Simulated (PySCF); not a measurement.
# H3S+ (sulfonium) at 6 levels

We compute a comparison of 6 runs (PBE0/SBKJC, SVWN5/SBKJC, r2SCAN/SBKJC, UMP2/SBKJC, QCISD(T)/SBKJC, CISD/SBKJC) of H3S+ (sulfonium). The job is set up through a Python script.

The results are computed with PySCF 2.14.0.

2 further runs of the same task are left out: 2 set aside as unsound or not needed.

### 1 The molecule

H3S+ has 4 atoms, charge +1, and is taken as a singlet. SMILES: `[SH3+]`. One bond was lengthened or shortened from a relaxed shape.

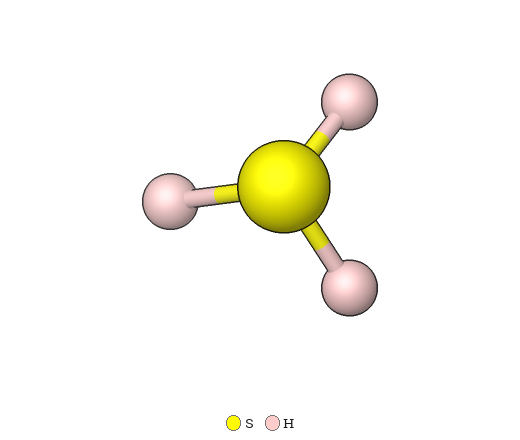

The structure, seen from a chosen angle (sulfur yellow, hydrogen pink).

### 2 The energy at PBE0/SBKJC (core potential) (run 1)

Input file job.py:

```python
from pyscf import gto, dft

mol = gto.Mole()
mol.atom = '''
S      0.493040    -0.292672    -0.452452
H      1.039440     0.089158     0.727848
H     -0.302730    -1.229692     0.118528
H     -0.655500     0.857920    -0.413440
'''
mol.verbose = 4
mol.ecp = {'S': 'sbkjc'}
mol.spin = 0
mol.charge = 1
mol.basis = 'sbkjc'
mol.max_memory = 1860
mol.build()

mf = dft.RKS(mol)
mf.xc = 'pbe0'
mf.grids.level = 5
mf.conv_tol = 1e-10
mf.kernel()
if not mf.converged:
    mf = mf.newton().run(mf.mo_coeff, mf.mo_occ)

e_final = mf.e_tot
print(f'total energy: {e_final:.8f} hartree')
```

Launch:

```
$ OMP_NUM_THREADS=1 python job.py
```

The log of the run:

```text
PySCF version 2.14.0

[INPUT] num. atoms = 4
[INPUT] num. electrons = 8
[INPUT] charge = 1
[INPUT] spin (= nelec alpha-beta = 2S) = 0
[INPUT] symmetry False subgroup None
[INPUT] Mole.unit = angstrom
[INPUT] Symbol           X                Y                Z      unit          X                Y                Z       unit  Magmom
[INPUT]  1 S      0.493040000000  -0.292672000000  -0.452452000000 AA    0.931710568456  -0.553069924329  -0.855010364512 Bohr   0.0
[INPUT]  2 H      1.039440000000   0.089158000000   0.727848000000 AA    1.964256922918   0.168484201814   1.375433380312 Bohr   0.0
[INPUT]  3 H     -0.302730000000  -1.229692000000   0.118528000000 AA   -0.572076789690  -2.323781097569   0.223985458092 Bohr   0.0
[INPUT]  4 H     -0.655500000000   0.857920000000  -0.413440000000 AA   -1.238715474652   1.621233836787  -0.781288368940 Bohr   0.0

nuclear repulsion = 7.38951261536729
number of shells = 10
number of NR pGTOs = 25
number of NR cGTOs = 14
basis = sbkjc
ecp = {'S': 'sbkjc'}

******** <class 'pyscf.dft.rks.RKS'> ********
method = RKS
initial guess = minao
damping factor = 0
level_shift factor = 0
DIIS = <class 'pyscf.scf.diis.CDIIS'>
diis_start_cycle = 1
diis_space = 8
diis_damp = 0
SCF conv_tol = 1e-10
SCF conv_tol_grad = None
SCF max_cycles = 50
direct_scf = True
direct_scf_tol = 1e-13
XC library pyscf.dft.libxc version 7.0.0
    S. Lehtola, C. Steigemann, M. J.T. Oliveira, and M. A.L. Marques.,  SoftwareX 7, 1–5 (2018)
XC functionals = pbe0
radial grids:
    Treutler-Ahlrichs [JCP 102, 346 (1995); DOI:10.1063/1.469408] (M4) radial grids

becke partition: Becke, JCP 88, 2547 (1988); DOI:10.1063/1.454033
pruning grids: <function nwchem_prune>
grids dens level: 5
symmetrized grids: False
atomic radii adjust function: <function treutler_atomic_radii_adjust>
small_rho_cutoff = 0
Set gradient conv threshold to 1e-05
Initial guess from minao.
tot grids = 113672
init E= -11.2469153638431
  HOMO = -0.236370567244727  LUMO = 0.0350463975030485  gap/eV = 7.38563
cycle= 1 E= -11.4050615580596  delta_E= -0.158  |g|= 0.569  |ddm|= 2.31
  HOMO = -0.793511049735243  LUMO = -0.361172399047615  gap/eV = 11.76453
cycle= 2 E= -11.4543170405773  delta_E= -0.0493  |g|= 0.436  |ddm|= 1.38
  HOMO = -0.648995824443107  LUMO = -0.318249968121223  gap/eV = 9.00005
cycle= 3 E= -11.5376369969207  delta_E= -0.0833  |g|= 0.0327  |ddm|= 0.653
  HOMO = -0.650468807925597  LUMO = -0.306616624520127  gap/eV = 9.35669
cycle= 4 E= -11.5381190306034  delta_E= -0.000482  |g|= 0.00168  |ddm|= 0.0457
  HOMO = -0.650345345202479  LUMO = -0.306924925387659  gap/eV = 9.34495
cycle= 5 E= -11.5381206209683  delta_E= -1.59e-06  |g|= 0.0005  |ddm|= 0.00383
  HOMO = -0.650333563879206  LUMO = -0.306724578273465  gap/eV = 9.35008
cycle= 6 E= -11.5381207705125  delta_E= -1.5e-07  |g|= 2.15e-05  |ddm|= 0.000995
  HOMO = -0.650332579916231  LUMO = -0.306725721389996  gap/eV = 9.35002
cycle= 7 E= -11.5381207707371  delta_E= -2.25e-10  |g|= 6.88e-07  |ddm|= 4.37e-05
  HOMO = -0.650332880654142  LUMO = -0.306725694725737  gap/eV = 9.35003
cycle= 8 E= -11.5381207707376  delta_E= -4.73e-13  |g|= 7.89e-08  |ddm|= 2.55e-06
  HOMO = -0.650332851560356  LUMO = -0.306725705701358  gap/eV = 9.35003
Extra cycle  E= -11.5381207707376  delta_E= 1.42e-14  |g|= 3.32e-08  |ddm|= 2.56e-07
converged SCF energy = -11.5381207707376
total energy: -11.53812077 hartree
```

Run time: 0.98 s. Hardware: 1 thread of Intel Xeon 6975P-C (Granite Rapids), shared host; peak memory 0.16 GiB.

### 3 A single-point energy at SVWN5/SBKJC (core potential) (run 2)

Input file job.py:

```python
from pyscf import gto, dft

mol = gto.Mole()
mol.atom = 'S 0.493040 -0.292672 -0.452452; H 1.039440 0.089158 0.727848; H -0.302730 -1.229692 0.118528; H -0.655500 0.857920 -0.413440'
mol.ecp = {'S': 'sbkjc'}
mol.verbose = 4
mol.max_memory = 1860
mol.basis = 'sbkjc'
mol.charge = 1
mol.build()

mf = dft.RKS(mol)
mf.xc = 'svwn'
mf.conv_tol = 1e-10
mf.grids.level = 5
mf.kernel()
if not mf.converged:
    mf = mf.newton().run(mf.mo_coeff, mf.mo_occ)

etot = mf.e_tot
print(f'total energy: {etot:.8f} hartree')
```

Launch:

```
$ OMP_NUM_THREADS=1 python job.py
```

The log of the run:

```text
PySCF version 2.14.0

[INPUT] num. atoms = 4
[INPUT] num. electrons = 8
[INPUT] charge = 1
[INPUT] spin (= nelec alpha-beta = 2S) = 0
[INPUT] symmetry False subgroup None
[INPUT] Mole.unit = angstrom
[INPUT] Symbol           X                Y                Z      unit          X                Y                Z       unit  Magmom
[INPUT]  1 S      0.493040000000  -0.292672000000  -0.452452000000 AA    0.931710568456  -0.553069924329  -0.855010364512 Bohr   0.0
[INPUT]  2 H      1.039440000000   0.089158000000   0.727848000000 AA    1.964256922918   0.168484201814   1.375433380312 Bohr   0.0
[INPUT]  3 H     -0.302730000000  -1.229692000000   0.118528000000 AA   -0.572076789690  -2.323781097569   0.223985458092 Bohr   0.0
[INPUT]  4 H     -0.655500000000   0.857920000000  -0.413440000000 AA   -1.238715474652   1.621233836787  -0.781288368940 Bohr   0.0

nuclear repulsion = 7.38951261536729
number of shells = 10
number of NR pGTOs = 25
number of NR cGTOs = 14
basis = sbkjc
ecp = {'S': 'sbkjc'}

******** <class 'pyscf.dft.rks.RKS'> ********
method = RKS
initial guess = minao
damping factor = 0
level_shift factor = 0
DIIS = <class 'pyscf.scf.diis.CDIIS'>
diis_start_cycle = 1
diis_space = 8
diis_damp = 0
SCF conv_tol = 1e-10
SCF conv_tol_grad = None
SCF max_cycles = 50
direct_scf = True
direct_scf_tol = 1e-13
XC library pyscf.dft.libxc version 7.0.0
    S. Lehtola, C. Steigemann, M. J.T. Oliveira, and M. A.L. Marques.,  SoftwareX 7, 1–5 (2018)
XC functionals = svwn
    P. A. M. Dirac.,  Math. Proc. Cambridge Philos. Soc. 26, 376 (1930)
    F. Bloch.,  Z. Phys. 57, 545 (1929)
    S. H. Vosko, L. Wilk, and M. Nusair.,  Can. J. Phys. 58, 1200 (1980)
radial grids:
    Treutler-Ahlrichs [JCP 102, 346 (1995); DOI:10.1063/1.469408] (M4) radial grids

becke partition: Becke, JCP 88, 2547 (1988); DOI:10.1063/1.454033
pruning grids: <function nwchem_prune>
grids dens level: 5
symmetrized grids: False
atomic radii adjust function: <function treutler_atomic_radii_adjust>
small_rho_cutoff = 0
Set gradient conv threshold to 1e-05
[... 1 set-up line as earlier in the session ...]
tot grids = 113672
init E= -11.2207017663677
  HOMO = -0.204528559094819  LUMO = 0.0275404196408535  gap/eV = 6.31492
cycle= 1 E= -11.2609597292242  delta_E= -0.0403  |g|= 0.713  |ddm|= 2.41
  HOMO = -0.794839532705862  LUMO = -0.395033313845406  gap/eV = 10.87928
cycle= 2 E= -11.2215776550425  delta_E= 0.0394  |g|= 0.722  |ddm|=    2
  HOMO = -0.596587538726949  LUMO = -0.351520333708886  gap/eV = 6.66862
cycle= 3 E= -11.4679692737624  delta_E= -0.246  |g|= 0.0713  |ddm|= 1.18
  HOMO = -0.598115528797867  LUMO = -0.340403446660263  gap/eV = 7.01270
cycle= 4 E= -11.4702713944617  delta_E= -0.0023  |g|= 0.00553  |ddm|= 0.104
  HOMO = -0.598453340181317  LUMO = -0.343049576540775  gap/eV = 6.94989
cycle= 5 E= -11.4702838677547  delta_E= -1.25e-05  |g|= 0.0035  |ddm|= 0.0181
  HOMO = -0.598656279845322  LUMO = -0.342691967580111  gap/eV = 6.96514
cycle= 6 E= -11.4702912656107  delta_E= -7.4e-06  |g|= 0.000357  |ddm|= 0.00651
  HOMO = -0.59872358054149  LUMO = -0.342711461679298  gap/eV = 6.96644
cycle= 7 E= -11.4702913205744  delta_E= -5.5e-08  |g|= 7.86e-06  |ddm|= 0.000465
  HOMO = -0.598724107617995  LUMO = -0.342711189716568  gap/eV = 6.96647
cycle= 8 E= -11.4702913206028  delta_E= -2.84e-11  |g|= 1.15e-06  |ddm|= 1.16e-05
  HOMO = -0.598724539452322  LUMO = -0.342711240356255  gap/eV = 6.96648
Extra cycle  E= -11.4702913206024  delta_E= 3.59e-13  |g|= 1.48e-06  |ddm|= 4.58e-06
converged SCF energy = -11.4702913206024
total energy: -11.47029132 hartree
```

It took 0.82 s on 1 thread of Intel Xeon 6975P-C (Granite Rapids), shared host; peak memory 0.13 GiB.

Runs 3 to 5 aren't shown in full; the table further down has their settings and results.

### 4 A single-point energy at CISD/SBKJC (core potential) (run 6)

Input file input.py:

```python
from pyscf import gto, scf, ci

mol = gto.M(
    atom='''
S      0.493040    -0.292672    -0.452452
H      1.039440     0.089158     0.727848
H     -0.302730    -1.229692     0.118528
H     -0.655500     0.857920    -0.413440
''',
    basis='sbkjc',
    verbose=4,
    max_memory=1860,
    charge=1,
    ecp={'S': 'sbkjc'},
    spin=0,
)

calc0 = scf.RHF(mol)
calc0.conv_tol = 1e-10
calc0.kernel()
if not calc0.converged:
    calc0 = calc0.newton().run(calc0.mo_coeff, calc0.mo_occ)

cisd = ci.CISD(calc0)
cisd.kernel()
energy = cisd.e_tot
print('E(%s) = %.9f' % ('CISD', energy))
```

Launch:

```
$ OMP_NUM_THREADS=1 python input.py
```

The log of the run:

```text
PySCF version 2.14.0

[INPUT] num. atoms = 4
[INPUT] num. electrons = 8
[INPUT] charge = 1
[INPUT] spin (= nelec alpha-beta = 2S) = 0
[INPUT] symmetry False subgroup None
[INPUT] Mole.unit = angstrom
[INPUT] Symbol           X                Y                Z      unit          X                Y                Z       unit  Magmom
[INPUT]  1 S      0.493040000000  -0.292672000000  -0.452452000000 AA    0.931710568456  -0.553069924329  -0.855010364512 Bohr   0.0
[INPUT]  2 H      1.039440000000   0.089158000000   0.727848000000 AA    1.964256922918   0.168484201814   1.375433380312 Bohr   0.0
[INPUT]  3 H     -0.302730000000  -1.229692000000   0.118528000000 AA   -0.572076789690  -2.323781097569   0.223985458092 Bohr   0.0
[INPUT]  4 H     -0.655500000000   0.857920000000  -0.413440000000 AA   -1.238715474652   1.621233836787  -0.781288368940 Bohr   0.0

nuclear repulsion = 7.38951261536729
number of shells = 10
number of NR pGTOs = 25
number of NR cGTOs = 14
basis = sbkjc
ecp = {'S': 'sbkjc'}

******** <class 'pyscf.scf.hf.RHF'> ********
method = RHF
initial guess = minao
damping factor = 0
level_shift factor = 0
DIIS = <class 'pyscf.scf.diis.CDIIS'>
diis_start_cycle = 1
diis_space = 8
diis_damp = 0
SCF conv_tol = 1e-10
SCF conv_tol_grad = None
SCF max_cycles = 50
direct_scf = True
direct_scf_tol = 1e-13
Set gradient conv threshold to 1e-05
[... 1 set-up line as earlier in the session ...]
init E= -10.783227138671
  HOMO = -0.284539011175738  LUMO = 0.103040361662945  gap/eV = 10.54657
cycle= 1 E= -11.2293844416788  delta_E= -0.446  |g|= 0.334  |ddm|= 2.17
  HOMO = -0.829161250274721  LUMO = -0.204008038759072  gap/eV = 17.01129
cycle= 2 E= -11.274825644244  delta_E= -0.0454  |g|= 0.0752  |ddm|= 0.579
  HOMO = -0.761398873666977  LUMO = -0.169562417346413  gap/eV = 16.10469
cycle= 3 E= -11.2771673395782  delta_E= -0.00234  |g|= 0.0113  |ddm|= 0.102
  HOMO = -0.766053438096413  LUMO = -0.167124842657421  gap/eV = 16.29768
cycle= 4 E= -11.2772551846855  delta_E= -8.78e-05  |g|= 0.00236  |ddm|= 0.0271
  HOMO = -0.766420081320307  LUMO = -0.166884016730972  gap/eV = 16.31421
cycle= 5 E= -11.2772608926563  delta_E= -5.71e-06  |g|= 0.000349  |ddm|= 0.00897
  HOMO = -0.766480274135091  LUMO = -0.166864142918979  gap/eV = 16.31639
cycle= 6 E= -11.2772610209611  delta_E= -1.28e-07  |g|= 5.03e-05  |ddm|= 0.00139
  HOMO = -0.766476957998932  LUMO = -0.166869262382328  gap/eV = 16.31616
cycle= 7 E= -11.2772610236693  delta_E= -2.71e-09  |g|= 8.41e-06  |ddm|= 0.000164
  HOMO = -0.766478604597732  LUMO = -0.166868303486236  gap/eV = 16.31623
cycle= 8 E= -11.2772610237475  delta_E= -7.82e-11  |g|= 8.98e-07  |ddm|= 3e-05
  HOMO = -0.766478431320279  LUMO = -0.166868689339667  gap/eV = 16.31621
Extra cycle  E= -11.277261023748  delta_E= -5.04e-13  |g|= 2.6e-07  |ddm|= 1.97e-06
converged SCF energy = -11.277261023748

******** <class 'pyscf.ci.cisd.RCISD'> ********
CISD nocc = 4, nmo = 14
max_cycle = 50
direct = 0
conv_tol = 1e-09
max_cycle = 50
max_space = 12
lindep = 0
nroots = 1
Init t2, MP2 energy = -0.0618147727169152
RCISD converged
E(RCISD) = -11.35808232823759  E_corr = -0.08082130448959712
E(CISD) = -11.358082328
```

Wall time 0.42 s (1 thread of Intel Xeon 6975P-C (Granite Rapids), shared host); peak memory 0.12 GiB.

### 5 All runs side by side

```csv
run,level,integration grid,frozen core orbitals,energy (Eh),HOMO energy (eV),LUMO energy (eV),HOMO–LUMO gap (eV),wall time
1,PBE0/SBKJC (core potential),5,–,-11.538121,-17.70,-8.35,9.35,0.98 s
2,SVWN5/SBKJC (core potential),5,–,-11.470291,-16.29,-9.33,6.97,0.82 s
3,r2SCAN/SBKJC (core potential),5,–,-11.546982,-16.71,-9.16,7.55,1.3 s
4,UMP2/SBKJC (core potential),–,0,-11.339076,-20.86,-4.54,16.32,0.48 s
5,QCISD(T)/SBKJC (core potential),–,0,-11.361879,-20.86,-4.54,16.32,0.44 s
6,CISD/SBKJC (core potential),–,0,-11.358082,-20.86,-4.54,16.32,0.42 s
```

### 6 Results

| quantity | value |
| --- | --- |
| run 6: total energy | -11.35808 Eh |
| run 6: HOMO energy (Hartree–Fock orbitals) | -20.86 eV |
| run 6: LUMO energy (Hartree–Fock orbitals) | -4.54 eV |
| run 6: HOMO–LUMO gap (Hartree–Fock orbitals) | 16.32 eV |
| run 6: correlation energy | -80.8 mEh |

What this shows: Over runs 1, 2, 3 the HOMO–LUMO gap runs from 6.97 eV (SVWN5/SBKJC) to 9.35 eV (PBE0/SBKJC). Totals of different functionals can't be ranked against each other. All runs together took 4.5 s, the longest 1.3 s.
